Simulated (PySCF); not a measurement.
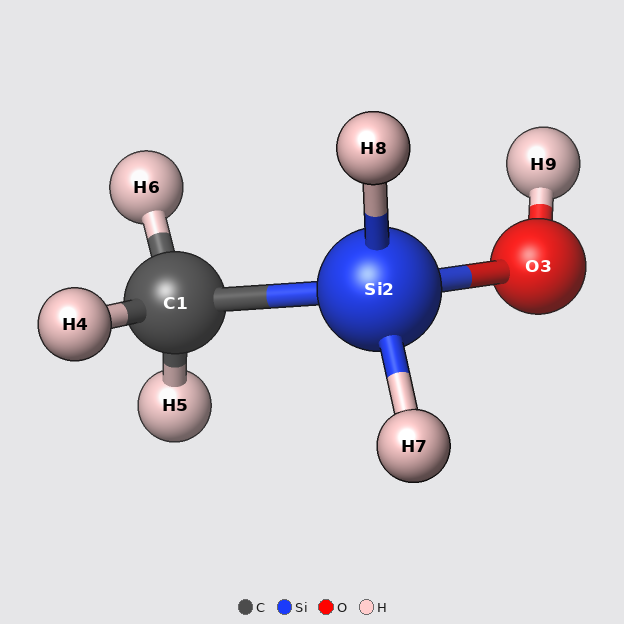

The computed structure is the end point of a PBE0-D3(BJ)/def2-SVP optimisation. No frequency run is at hand to confirm it as a minimum. Method: delta-SCF UKS SCAN, pcX-2 on the ionised atom, pcseg-1 elsewhere, spin-free X2C (PySCF 2.14.0).

Give the core-electron binding energies (to vacuum; p and d levels without spin–orbit splitting) of C1 1s, Si2 1s, Si2 2p, O3 1s.

| atom | level | binding energy (eV) |
| --- | --- | --- |
| C1 | 1s | 290.4 |
| Si2 | 1s | 1847.1 |
| Si2 | 2p | 107.4 |
| O3 | 1s | 538.5 |
